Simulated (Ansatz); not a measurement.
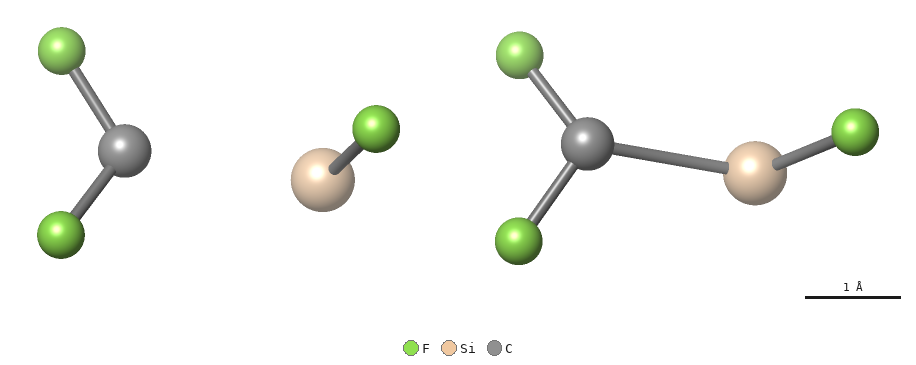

Two geometries of SiCF$_{3}$ (charge +1), drawn at one scale. One is the start of a relaxation, the other its converged end. The picture is a ball-and-stick view, seen at a tilt.

Computed with Ansatz, RKS PBE0-D4/def2-TZVP. Set-up: force threshold 0.005 eV/Å; at most 200 steps.

> Which one is relaxed?

The left one is the relaxed one. The atom that moves furthest after the best rigid fit is the Si atom (0.34 Å). By element the largest moves are Si 0.34 Å, F 0.24 Å, C 0.21 Å. Some distances before and after: C–Si 1.947 → 2.243 Å, C–F 1.279 → 1.254 Å, F–Si 1.566 → 1.571 Å. Over 9 accepted moves (10 points after the start) the energy falls by 8.57 kcal/mol. Largest force component: 2 eV/Å at the start, 0.00082 eV/Å at the end. The line search rejected the trial step at point 9 of the run.
